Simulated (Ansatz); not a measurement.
The calculation's input:

```
crystal:
  periodic: [false, false, false]
  atoms:
    - { symbol: B, position_ang: [-1.3673, 0.757, -0.3253] }
    - { symbol: C, position_ang: [-0.3471, -0.1629, 0.3445] }
    - { symbol: Al, position_ang: [0.1061, -1.5997, -0.9724] }
    - { symbol: C, position_ang: [0.9721, 0.6266, 0.7856] }
    - { symbol: F, position_ang: [0.562, 1.5467, 1.732] }
    - { symbol: H, position_ang: [-1.1303, 1.4442, -1.2992] }
    - { symbol: H, position_ang: [-2.4774, 0.891, 0.1177] }
    - { symbol: H, position_ang: [-0.7691, -0.6295, 1.2225] }
    - { symbol: H, position_ang: [0.5519, -1.1324, -2.3921] }
    - { symbol: H, position_ang: [0.9546, -2.8546, -0.3758] }
    - { symbol: H, position_ang: [1.6298, -0.0821, 1.2532] }
    - { symbol: H, position_ang: [1.3914, 1.1408, -0.0568] }
basis:
  gaussian: { orbitals: "6-31G" }
hamiltonian:
  xc: pbe0
relax:
  f_tol: 0.02
  max_steps: 40
output:
  orbitals: {}
```

Command:

```sh
ansatz run input.yaml --threads 1 --pin off --max-ram 2048MiB --backend cpu --events-out ev --progress --plain --runs-dir out
```

The fields are those of the relaxed geometry.

Method: Ansatz, RKS PBE0/6-31G.

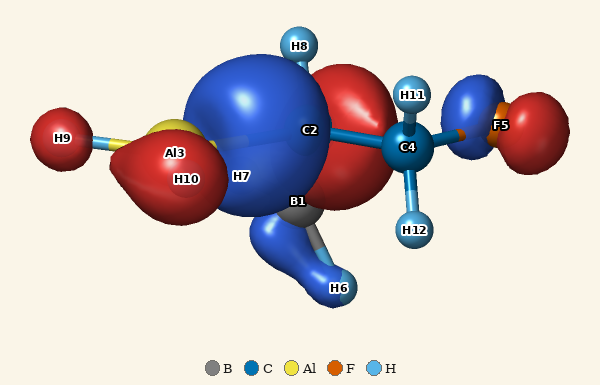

C2H7AlBF. One frontier orbital at ±0.15 Å⁻³ᐟ² (red and blue are the two phases), seen from one side.

> Which orbital is it: HOMO or LUMO?

The HOMO, at −8.32 eV. Its weight (Hirshfeld) is mainly on C2 (about 35 %), Al3 (about 20 %), B1 (about 15 %), F5 (about 10 %) and H10 (about 10 %).
